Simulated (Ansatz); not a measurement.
# SrPd3Pt: a short molecular-dynamics run

A trajectory of SrPd3Pt, a randomly packed cell with 10 atoms that was not relaxed first: 30 steps of 1 fs at constant energy, with velocities drawn for 300 K.

Method: DFT PBE, plane waves, PAW, scalar-relativistic, no spin polarisation, in Ansatz 0.2.0.

### 1 The system as given

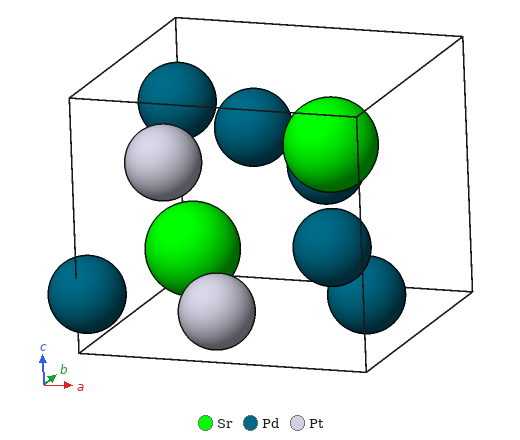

The starting structure, seen slightly off an axis (strontium green, palladium blue, platinum light grey). Each atom of the cell is drawn once.

Structure file:

```
Sr Pd Pt
1.0
     6.19325   -0.12362   -0.46647
    -0.77123    6.32364   -0.46097
     0.77148   -0.11318    5.22506
Sr Pd Pt
2 6 2
Cartesian
  5.2709 1.3608 3.5669
  0.9277 3.2334 0.9006
  2.6381 3.3068 3.3199
  6.1810 0.2791 0.4726
  3.7781 4.6186 -0.5536
  2.8547 5.6031 1.7771
  0.3662 4.6647 3.4381
  4.2689 2.6100 1.0727
  2.5174 0.7867 0.4120
  1.8874 0.8063 3.4551
```

### 2 Dynamics

File input.yaml:

```yaml
crystal:
  lattice:
    - [6.193246, -0.123625, -0.466471]
    - [-0.771226, 6.323645, -0.460974]
    - [0.771481, -0.113183, 5.22506]
  atoms:
    - { symbol: Sr, position: [0.785046, 0.244404, 0.774304] }
    - { symbol: Sr, position: [0.1852, 0.519137, 0.234699] }
    - { symbol: Pd, position: [0.404057, 0.543706, 0.719411] }
    - { symbol: Pd, position: [0.983391, 0.066662, 0.184125] }
    - { symbol: Pd, position: [0.699971, 0.744452, 0.022223] }
    - { symbol: Pd, position: [0.515522, 0.90447, 0.46593] }
    - { symbol: Pd, position: [0.061854, 0.751937, 0.729869] }
    - { symbol: Pd, position: [0.704912, 0.431999, 0.306337] }
    - { symbol: Pt, position: [0.407414, 0.134641, 0.127105] }
    - { symbol: Pt, position: [0.236162, 0.144564, 0.695093] }
kpoints:
  mp_grid: { grid: [3, 3, 3] }
magnetization:
  spin_polarized: false
scf:
  occupations: { method: cold, width: 0.15 }
hamiltonian:
  pseudopotentials: { kind: paw }
  xc: pbe
basis:
  ecutwfc: 420
md:
  timestep: 1.0
  n_steps: 30
  ensemble: nve
  temperature: 300.0
  initial_velocities: maxwell_boltzmann
  seed: 547844
```

Run with:

```console
ansatz run input.yaml --threads 2 --pin off --max-ram 2560MiB --backend cpu --events-out ev --progress --plain --runs-dir out
```

The log of the run (excerpt; [...] marks lines left out):

```text
Warning: md: disabling space-group detection — thermal motion breaks the input geometry's symmetry, so no spatial operation reduces the k-mesh or symmetrises the density; time reversal is kept, so that k and −k are solved as one point where they differ and the mesh holds both, and exact [...]
Warning: RAYON_NUM_THREADS=2 ignored (pool sized by the plan → 2); use --threads N
[...]
Pseudopotentials: kind: paw
Pseudopotential: Sr, paw, valence charge 10, recommended cutoff 420 eV (normal), Sr.paw.azcp
Pseudopotential: Pd, paw, valence charge 18, recommended cutoff 420 eV (normal), Pd.paw.azcp
Pseudopotential: Pt, paw, valence charge 18, recommended cutoff 420 eV (normal), Pt.paw.azcp
Functional definition: PBE
[...]
Crystal: 10 atoms, lattice volume = 206.091 Å³
Basis set: ecut = 420 eV, 4025 PW (Γ), exchange–correlation on 90×90×72 points (8 copies of the dense FFT grid, shifted against one another)
Bands: 99, of which v1, the nominal top of the filled ones, is band 82 counted from 1 (81 counted from 0)
Symmetry: 1 space group operations
k-points: 14 of 27 (time reversal used)
[...]
SCF iter   1: F=—  HF=-73972.031654 eV  |F-HF|=—  |Δ(HF+E_count)|=         —  Δρ=8.74e-3  dr2=1.51e-1  ethr=1.77e-3  ⟨swp⟩=6.5  Hψ=5504  notcnv=0  defer=23
[...]
md step     0: t =     0.00 fs  T =   300.0 K  F+E_penalty+E_count = -73972.03926523 eV  E_kin = 0.349002 eV  conserved = -73971.69026323 eV  (10 SCF iters)
[...]
md step     7: t =     7.00 fs  T =   279.7 K  F+E_penalty+E_count = -73972.01565705 eV  E_kin = 0.325397 eV  conserved = -73971.69026033 eV  (2 SCF iters)
[...]
md step    14: t =    14.00 fs  T =   266.1 K  F+E_penalty+E_count = -73971.99976805 eV  E_kin = 0.309512 eV  conserved = -73971.69025641 eV  (2 SCF iters)
[...]
md step    21: t =    21.00 fs  T =   261.5 K  F+E_penalty+E_count = -73971.99449287 eV  E_kin = 0.304240 eV  conserved = -73971.69025241 eV  (3 SCF iters)
[...]
md step    28: t =    28.00 fs  T =   268.4 K  F+E_penalty+E_count = -73972.00252215 eV  E_kin = 0.312272 eV  conserved = -73971.69025014 eV  (2 SCF iters)
md step    29: t =    29.00 fs  T =   270.4 K  F+E_penalty+E_count = -73972.00486081 eV  E_kin = 0.314611 eV  conserved = -73971.69025008 eV  (2 SCF iters)
[...]
md step    30: t =    30.00 fs  T =   272.7 K  F+E_penalty+E_count = -73972.00750424 eV  E_kin = 0.317254 eV  conserved = -73971.69025010 eV  (7 SCF iters)
SCF converged after 7 iterations
Stability not checked: this state was not tested for a lower state beside it, because cold or Methfessel-Paxton smearing, or corrected tetrahedra, fill the levels in a way that the test cannot read (fill_not_monotonic; see scf.lower_state_search)
Free energy (F): -73972.007504 eV
[...]
E sigma→0 (E₀):  -73972.019770 eV
Entropy (-TS):   0.036796 eV (3.680 meV/atom)
Fermi energy:    13.771705 eV
[...]
--- Forces (eV/Å), atoms counted from 1 ---
  atom   1  Sr     0.31455660    -0.05249140    -0.56795464
  atom   2  Sr    -0.07643664     0.81194370    -0.39640557
  atom   3  Pd     0.21826664     0.52798908    -0.07086493
  atom   4  Pd     0.02130796     0.10232167     0.69728309
  atom   5  Pd    -0.67873888    -0.32782435    -0.07088024
  atom   6  Pd     0.33977257    -0.55979459    -0.16485273
  atom   7  Pd    -0.06393832     0.34863396     0.15484844
  atom   8  Pd     0.04298491     0.85675780     0.46587093
[...]
--- MD trajectory: 30 steps, t = 0.0 → 30.0 fs ---
  final state: T = 272.7 K   F+E_penalty+E_count = -73972.00750424 eV   E_kin = 0.317254 eV
  conserved energy: peak-to-peak 1.315e-5 eV (1.315e-6 eV/atom) over 30.0 fs
```

Run time: 4.2 min. Hardware: 2 threads of Arm Neoverse V1, shared host; peak memory 0.76 GiB.

### 3 What the atoms did

The trajectory, every 2 steps (energies from step 0); msd is the mean square displacement from the start, the centre of mass held:

```
time (fs)  T (K)  potential energy change (meV/atom)  total energy change (meV/atom)  msd Pd (Å²)  msd Sr (Å²)  msd Pt (Å²)
      0.0    300                                 0.0                            0.00        0.000        0.000        0.000
      2.0    294                                 0.7                            0.00        0.000        0.000        0.000
      4.0    288                                 1.4                            0.00        0.000        0.000        0.000
      6.0    282                                 2.1                            0.00        0.000        0.000        0.000
      8.0    277                                 2.6                            0.00        0.000        0.000        0.000
     10.0    273                                 3.2                            0.00        0.001        0.000        0.000
     12.0    269                                 3.6                            0.00        0.001        0.001        0.001
     14.0    266                                 3.9                            0.00        0.001        0.001        0.001
     16.0    264                                 4.2                            0.00        0.002        0.001        0.001
     18.0    262                                 4.4                            0.00        0.002        0.001        0.001
     20.0    262                                 4.5                            0.00        0.003        0.002        0.001
     22.0    262                                 4.4                            0.00        0.003        0.002        0.002
     24.0    263                                 4.3                            0.00        0.004        0.002        0.002
     26.0    265                                 4.1                            0.00        0.004        0.003        0.002
     28.0    268                                 3.7                            0.00        0.005        0.003        0.003
     30.0    273                                 3.2                            0.00        0.005        0.004        0.003
```

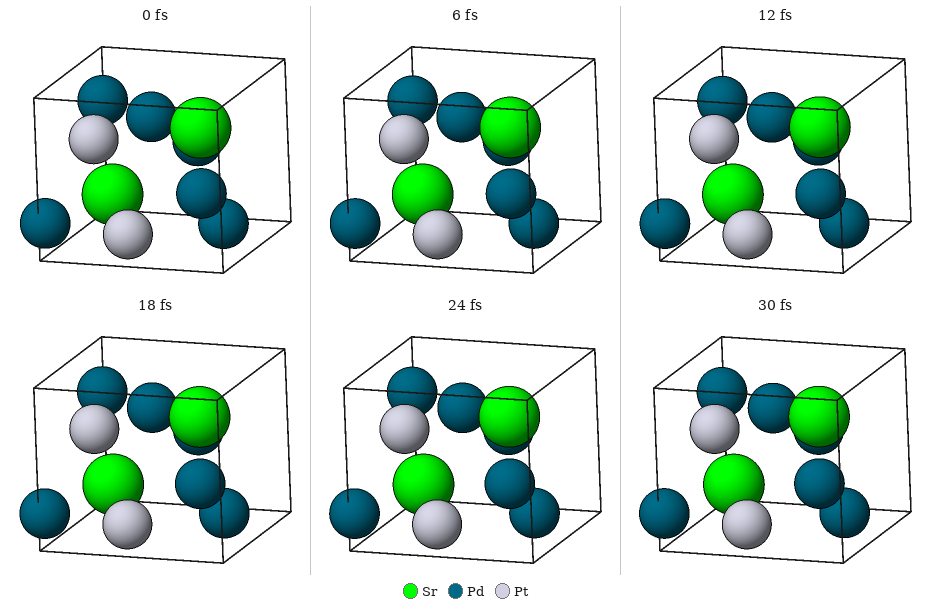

Six frames of the run, seen slightly off an axis. Each atom of the cell is drawn once. Atoms are followed across the cell's faces.

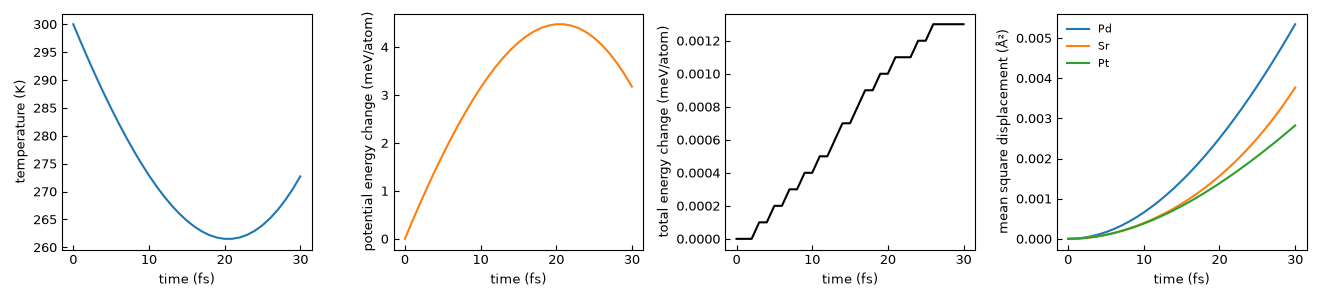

Time series of the run, each on its own scale.

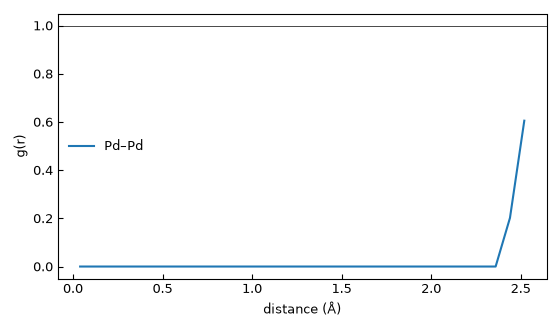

Pair distribution functions over the second half of the run, in bins of 0.08 Å, lightly smoothed, out to 2.6 Å.

### 4 Frames from the trajectory

Extended XYZ, with forces in eV/Å:

```xyz
10
Lattice="6.193 -0.124 -0.466 -0.771 6.324 -0.461 0.771 -0.113 5.225" Properties=species:S:1:pos:R:3:forces:R:3 pbc="T T T" time_fs=4.0 T=288 dE=0.0143
Sr    5.264    1.363    3.575   -0.109    0.019   -0.626
Sr    0.930    3.235    0.900    0.047    0.962   -0.335
Pd    2.645    3.303    3.316    0.332    0.133   -0.127
Pd    6.181    0.272    0.472   -0.131   -0.297    0.622
Pd    3.784    4.622   -0.551   -0.463    0.168   -0.187
Pd    2.858    5.607    1.783    0.553   -0.759   -0.014
Pd    0.364    4.660    3.430   -0.200    0.143    0.158
Pd    4.268    2.592    1.074   -0.225    0.464    0.695
Pt    2.511    0.792    0.410    0.073   -0.944    0.381
Pt    1.888    0.814    3.456    0.125    0.111   -0.566
10
Lattice="6.193 -0.124 -0.466 -0.771 6.324 -0.461 0.771 -0.113 5.225" Properties=species:S:1:pos:R:3:forces:R:3 pbc="T T T" time_fs=8.0 T=277 dE=0.0264
Sr    5.257    1.366    3.582   -0.043    0.009   -0.651
Sr    0.932    3.238    0.898    0.027    0.962   -0.345
Pd    2.652    3.299    3.311    0.334    0.210   -0.116
Pd    6.182    0.265    0.472   -0.110   -0.245    0.639
Pd    3.790    4.626   -0.549   -0.507    0.078   -0.157
Pd    2.862    5.610    1.789    0.521   -0.738   -0.051
Pd    0.362    4.655    3.422   -0.174    0.183    0.154
Pd    4.267    2.575    1.076   -0.179    0.550    0.680
Pt    2.505    0.796    0.408    0.067   -1.020    0.432
Pt    1.889    0.821    3.456    0.065    0.010   -0.585
10
Lattice="6.193 -0.124 -0.466 -0.771 6.324 -0.461 0.771 -0.113 5.225" Properties=species:S:1:pos:R:3:forces:R:3 pbc="T T T" time_fs=11.0 T=271 dE=0.0338
Sr    5.251    1.367    3.587    0.007    0.002   -0.662
Sr    0.934    3.241    0.896    0.011    0.956   -0.353
Pd    2.658    3.297    3.308    0.331    0.265   -0.108
Pd    6.182    0.259    0.473   -0.092   -0.201    0.650
Pd    3.794    4.629   -0.547   -0.539    0.011   -0.137
Pd    2.865    5.611    1.793    0.497   -0.720   -0.075
Pd    0.361    4.652    3.417   -0.156    0.211    0.152
Pd    4.266    2.563    1.079   -0.144    0.611    0.665
Pt    2.500    0.799    0.407    0.060   -1.071    0.469
Pt    1.890    0.827    3.455    0.025   -0.064   -0.600
10
Lattice="6.193 -0.124 -0.466 -0.771 6.324 -0.461 0.771 -0.113 5.225" Properties=species:S:1:pos:R:3:forces:R:3 pbc="T T T" time_fs=15.0 T=265 dE=0.0410
Sr    5.244    1.370    3.592    0.075   -0.009   -0.666
Sr    0.937    3.247    0.894   -0.009    0.941   -0.364
Pd    2.666    3.294    3.303    0.321    0.335   -0.099
Pd    6.182    0.251    0.474   -0.067   -0.140    0.664
Pd    3.798    4.633   -0.546   -0.579   -0.073   -0.115
Pd    2.870    5.612    1.799    0.463   -0.693   -0.102
Pd    0.358    4.648    3.409   -0.132    0.246    0.150
Pd    4.265    2.548    1.083   -0.098    0.683    0.638
Pt    2.494    0.802    0.406    0.049   -1.130    0.514
Pt    1.891    0.835    3.455   -0.024   -0.161   -0.619
10
Lattice="6.193 -0.124 -0.466 -0.771 6.324 -0.461 0.771 -0.113 5.225" Properties=species:S:1:pos:R:3:forces:R:3 pbc="T T T" time_fs=19.0 T=262 dE=0.0445
Sr    5.237    1.372    3.596    0.142   -0.020   -0.657
Sr    0.939    3.255    0.890   -0.029    0.917   -0.373
Pd    2.674    3.291    3.298    0.304    0.399   -0.091
Pd    6.182    0.242    0.477   -0.041   -0.075    0.675
Pd    3.802    4.637   -0.544   -0.614   -0.153   -0.098
Pd    2.876    5.612    1.805    0.430   -0.662   -0.125
Pd    0.355    4.644    3.402   -0.110    0.278    0.149
Pd    4.264    2.533    1.088   -0.054    0.746    0.604
Pt    2.488    0.804    0.405    0.037   -1.177    0.553
Pt    1.892    0.842    3.453   -0.065   -0.254   -0.637
10
Lattice="6.193 -0.124 -0.466 -0.771 6.324 -0.461 0.771 -0.113 5.225" Properties=species:S:1:pos:R:3:forces:R:3 pbc="T T T" time_fs=22.0 T=262 dE=0.0445
Sr    5.232    1.374    3.598    0.191   -0.028   -0.642
Sr    0.941    3.261    0.888   -0.044    0.894   -0.380
Pd    2.681    3.289    3.295    0.286    0.442   -0.086
Pd    6.182    0.236    0.480   -0.022   -0.026    0.682
Pd    3.804    4.640   -0.543   -0.637   -0.207   -0.087
Pd    2.881    5.611    1.809    0.405   -0.637   -0.138
Pd    0.353    4.641    3.397   -0.095    0.300    0.149
Pd    4.262    2.523    1.092   -0.024    0.785    0.573
Pt    2.483    0.805    0.405    0.029   -1.205    0.579
Pt    1.892    0.847    3.452   -0.090   -0.318   -0.650
10
Lattice="6.193 -0.124 -0.466 -0.771 6.324 -0.461 0.771 -0.113 5.225" Properties=species:S:1:pos:R:3:forces:R:3 pbc="T T T" time_fs=26.0 T=265 dE=0.0405
Sr    5.225    1.376    3.600    0.255   -0.040   -0.611
Sr    0.943    3.272    0.883   -0.061    0.857   -0.389
Pd    2.690    3.288    3.290    0.256    0.490   -0.078
Pd    6.182    0.228    0.484    0.002    0.039    0.691
Pd    3.806    4.643   -0.541   -0.662   -0.273   -0.077
Pd    2.888    5.609    1.814    0.372   -0.600   -0.153
Pd    0.350    4.638    3.390   -0.078    0.326    0.151
Pd    4.261    2.511    1.099    0.012    0.827    0.524
Pt    2.477    0.805    0.405    0.020   -1.230    0.607
Pt    1.893    0.854    3.450   -0.115   -0.397   -0.664
10
Lattice="6.193 -0.124 -0.466 -0.771 6.324 -0.461 0.771 -0.113 5.225" Properties=species:S:1:pos:R:3:forces:R:3 pbc="T T T" time_fs=30.0 T=273 dE=0.0318
Sr    5.219    1.378    3.601    0.315   -0.052   -0.568
Sr    0.945    3.284    0.878   -0.076    0.812   -0.396
Pd    2.699    3.287    3.285    0.218    0.528   -0.071
Pd    6.181    0.219    0.490    0.021    0.102    0.697
Pd    3.807    4.646   -0.540   -0.679   -0.328   -0.071
Pd    2.895    5.606    1.819    0.340   -0.560   -0.165
Pd    0.347    4.635    3.384   -0.064    0.349    0.155
Pd    4.259    2.499    1.106    0.043    0.857    0.466
Pt    2.471    0.804    0.405    0.014   -1.241    0.628
Pt    1.894    0.861    3.447   -0.131   -0.467   -0.675
```

### 5 Results

| quantity | value |
| --- | --- |
| length | 30 steps of 1 fs |
| temperature, first and last step | 300 and 273 K |
| temperature, second half | mean 265 K, from 262 to 273 K |
| potential energy, second half | +4 meV/atom from the start |
| largest change of the total energy | 0.00 meV/atom |
| mean square displacement, second half | Pd 0.003, Sr 0.002, Pt 0.002 Å² |

What this shows: The temperature starts at 300 K and averages 265 K in the second half, where it ranges from 262 to 273 K. The total energy strays from its start by at most 0.00 meV/atom, under 0.1 % of the mean kinetic energy, which is good for a step of 1 fs. Over the second half Pd atoms stand 0.1 Å (root mean square) from where they began, and the farthest move is 0.1 Å. A run of 30 fs with 10 atoms shows the motion but fixes no equilibrium value.
